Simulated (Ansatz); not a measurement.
## BaWO4 (I4_1/a): spin-orbit coupling beyond the local functionals

How far does spin-orbit coupling move the gap of BaWO4 (I4_1/a)?

Calculated with Ansatz 0.2.0; density functionals with and without spin-orbit coupling, plane waves, PAW.

**What was measured.**

- Gap 5.26 eV: direct gap from absorption edge with Urbach fit; optical absorption; 300 K; bulk crystal (thin cleaved platelet of Czochralski crystal, 10-30 um thick) (“Optical absorption of divalent metal tungstates: Correlation between the band-gap energy and the cation ionic radius”, 2008, arxiv:0807.2115).

Most raw output is cut from this account.

**1. The structure**

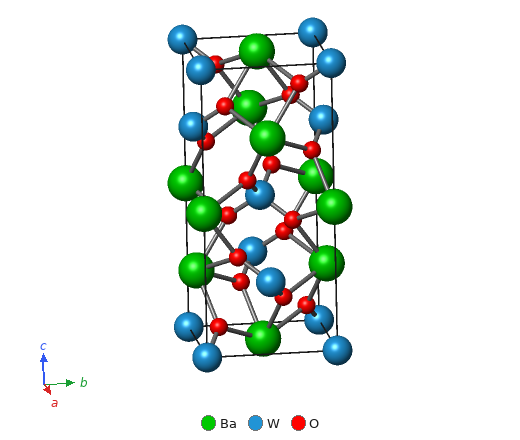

Start, viewed slightly off an axis; barium green, tungsten blue, oxygen red. This picture shows the conventional cell, with its axes. Bonds to atoms that aren't drawn are left out. Some periodic images of atoms are drawn too.

The cell and positions are those that the Materials Project relaxed with its own functionals (PBE, PBE+U or r2SCAN), kept fixed. Spin-orbit coupling is left out unless a step names it. The default PAW set here is soft_2. Its files were made with PBE.

**2. HSE06, 4×4×4 mesh**

This step: DFT, HSE06, plane waves, PAW.

Contents of input.yaml:

```yaml
crystal:
  lattice:
    - [-2.833365905, 2.833365905, 6.36926687]
    - [2.833365905, -2.833365905, 6.36926687]
    - [2.833365905, 2.833365905, -6.36926687]
  atoms:
    - { symbol: Ba, position: [0.25, 0.75, 0.5] }
    - { symbol: Ba, position: [0.5, 0.5, 0.0] }
    - { symbol: W, position: [0.75, 0.25, 0.5] }
    - { symbol: W, position: [0.0, 0.0, 0.0] }
    - { symbol: O, position: [0.15214477, 0.04689186, 0.35623995] }
    - { symbol: O, position: [0.69065191, 0.79590482, 0.64376005] }
    - { symbol: O, position: [0.05934809, 0.45409518, 0.85623995] }
    - { symbol: O, position: [0.54590482, 0.40214477, 0.60525291] }
    - { symbol: O, position: [0.20409518, 0.84785523, 0.89474709] }
    - { symbol: O, position: [0.95310814, 0.30934809, 0.10525291] }
    - { symbol: O, position: [0.79689186, 0.94065191, 0.39474709] }
    - { symbol: O, position: [0.59785523, 0.20310814, 0.14376005] }
kpoints:
  mp_grid: { grid: [4, 4, 4] }
  band_path:
    path:
      - [0.0, 0.0, 0.0]
      - [0.0, 0.0, 0.5]
      - [0.25, 0.25, 0.25]
      - [0.0, 0.5, 0.0]
      - [0.5, 0.5, -0.5]
      - [0.29947279, 0.70052721, -0.29947279]
      - [-0.29947279, 0.29947279, 0.29947279]
      - [-0.09894559, 0.09894559, 0.5]
    npoints: 1
hamiltonian:
  xc: hse06
scf:
  occupations: { method: fixed }
  n_extra_bands: 8
output:
  eigenvalues: true
  write_density: true
  write_potential: true
  elf: true
  volumetric_format: npy
```

On the command line:

```console
$ ansatz run input.yaml --threads 3 --pin off --max-ram 92160MiB --backend cuda --events-out ev --progress --plain --runs-dir out --devices 1 --max-vram 13GiB
```

Wall time 64 s (1 × NVIDIA H100 80GB HBM3 (shared by 6 runs) with 3 threads of AMD EPYC 7R13 (Zen 3), shared host); peak memory 2 GiB; 1.9 min of CPU time.

This step gave:

- gap: 6.239 eV
- valence top at: Γ
- conduction bottom at: M
- least direct gap: 6.270 eV
- exact-exchange fraction: 0.25

The gap is indirect, with the least direct gap 0.03 eV higher.

**3. HSE06+SOC, 4×4×4 mesh**

The many-body steps leave out spin-orbit coupling, so its effect is taken from a two-component run, with twice the bands.

This step: DFT, HSE06 with spin-orbit coupling, plane waves, PAW.

Changes to input.yaml since step 2:

```diff
@@ -35,8 +35,7 @@
   occupations: { method: fixed }
-  n_extra_bands: 8
+  n_extra_bands: 16
+magnetization:
+  noncollinear: true
+  spin_orbit: true
 output:
   eigenvalues: true
-  write_density: true
-  write_potential: true
-  elf: true
-  volumetric_format: npy
```

Run time: 3.8 min. Hardware: 1 × NVIDIA H100 80GB HBM3 (shared by 6 runs) with 3 threads; peak memory 3.9 GiB.

This step gave:

```
gap                     : 6.190 eV
valence top at          : Γ
conduction bottom at    : M
least direct gap        : 6.226 eV
exact-exchange fraction : 0.25
```

The gap stands −0.05 eV against HSE06.

**4. Together**

Times are wall times on 1 × NVIDIA H100 80GB HBM3 (shared by 6 runs) with 3 threads of AMD EPYC 7R13 (Zen 3), shared host, good to a factor of about two.

| level | gap (eV) | with coupling (eV) | change (eV) | time | with coupling |
| --- | --- | --- | --- | --- | --- |
| HSE06 | 6.24 | 6.19 | −0.05 | 64 s | 3.8 min |

**5. Summary of results**

```json
{
 "HSE06": "6.24 eV",
 "HSE06+SOC": "6.19 eV"
}
```

What this shows: Spin-orbit coupling changes the gap by −0.05 eV and the least direct gap by −0.04 eV. Against experiment, by HSE06+SOC: the direct gap of 6.23 eV lies +0.97 eV from the measured 5.26 eV (direct, 300 K, 2008). An exciton line or allowed optical edge lies below the quasiparticle gap by the binding energy; a forbidden edge can push the onset above it. The lattice is static and excitons are left out.

[Paths, hosts, dates, memory and timing lines, banners, echoed tables and standing remarks are left out of the program output.]

[Logs are printed without paths, hosts, clocks, repeated set-up lines and the standing remarks that a program may print on its own settings, such as how far it seeks lower states.]

[Runs of the session that timed out or met a known fault of the program may be left out.]

[Cells called generated may have been cut or substituted from an entry of the Crystallography Open Database or the Materials Project.]

[Hosts, paths, dates, database ids (printed as entryN), source tags and the programs' standing remarks are cut or masked in the printed files.]
